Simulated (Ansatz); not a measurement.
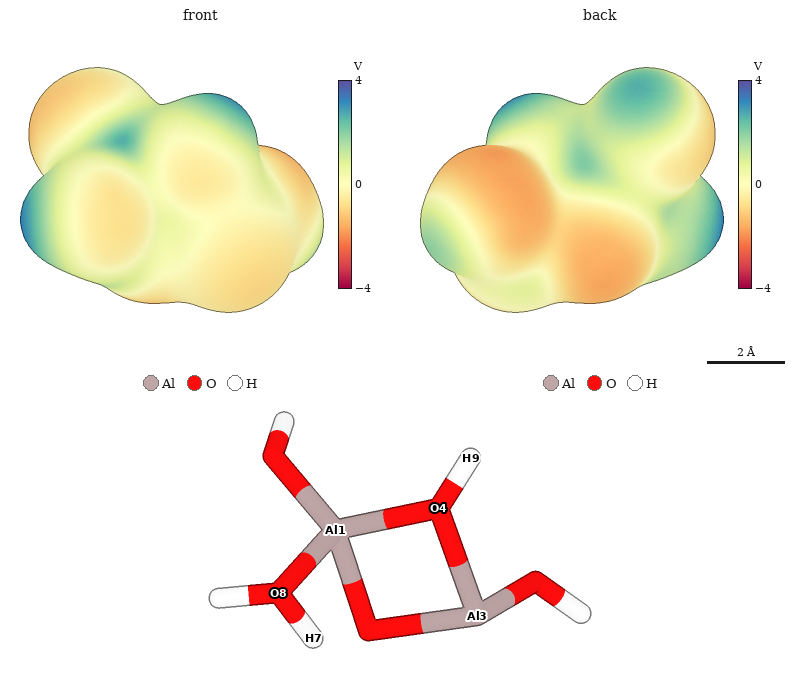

Figure 1: Al2H5O5 (doublet). The molecular electrostatic potential painted on the density surface at 0.002 e/bohr³, seen from the front and from behind; the colour scale runs from red (negative) to blue (positive). The bare structure is drawn below in the same view.

A transition-state structure; geometry: PBE0-D4/def2-TZVP.

Computed with Ansatz, UKS PBE0-D4/def2-TZVPP.

The calculation's input:

```
crystal:
  periodic: [false, false, false]
  atoms:
    - {symbol: Al, position_ang: [-0.376054, -0.744366, 0.123380]}
    - {symbol: O, position_ang: [0.908062, -0.116254, -0.912863]}
    - {symbol: Al, position_ang: [1.096376, 1.469676, -0.108959]}
    - {symbol: O, position_ang: [-0.172068, 0.688835, 1.165979]}
    - {symbol: O, position_ang: [0.129232, 2.761414, -0.712225]}
    - {symbol: O, position_ang: [-1.865397, -1.507806, -0.078825]}
    - {symbol: H, position_ang: [1.370716, -1.276388, -0.319197]}
    - {symbol: O, position_ang: [0.961865, -1.995322, 0.452707]}
    - {symbol: H, position_ang: [-0.802049, 1.183641, 1.690423]}
    - {symbol: H, position_ang: [0.531885, 3.553358, -1.063606]}
    - {symbol: H, position_ang: [-2.671835, -1.109775, -0.397002]}
    - {symbol: H, position_ang: [0.889067, -2.907114, 0.160189]}
basis:
  gaussian: {orbitals: def2-TZVPP}
magnetization: {spin_polarized: true, initial_magnetization: 1}
hamiltonian: {xc: pbe0, dispersion: d4}
output: {orbitals: {seedname: orbitals}}
```

Run with:

```sh
ansatz run in.yaml --threads 4 --pin off --events-out ev --progress --plain --max-ram 46080MiB --backend cuda --devices 0, --max-vram 37GiB
```

Q: Which sites attract a positive test charge, and which a negative one?

A: A positive charge is drawn to the negative regions and a negative charge to the positive ones. The most negative region (about −1.7 V) lies over O2 and O5, the most positive (about +3.2 V) over H12.
